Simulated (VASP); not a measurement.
Band structure of Dy (hcp). All values below come from r2SCAN meta-GGA, VASP's PBE PAW potentials (set 64) (plane waves; VASP 6.6.1).

The 4f electrons are frozen in the core of the lanthanide potential, so 4f levels, which can set the real gap, and their magnetism are missing.

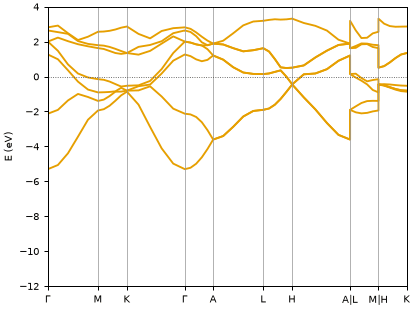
Figure: Bands along high-symmetry lines, zero at the valence-band maximum or, without a gap, the Fermi level

Q: Read the plot: is there a gap, and where are the band edges?

A: It has no gap at this level: it comes out as a metal or semimetal.

The compound is Dy in the hcp structure. It was relaxed first.
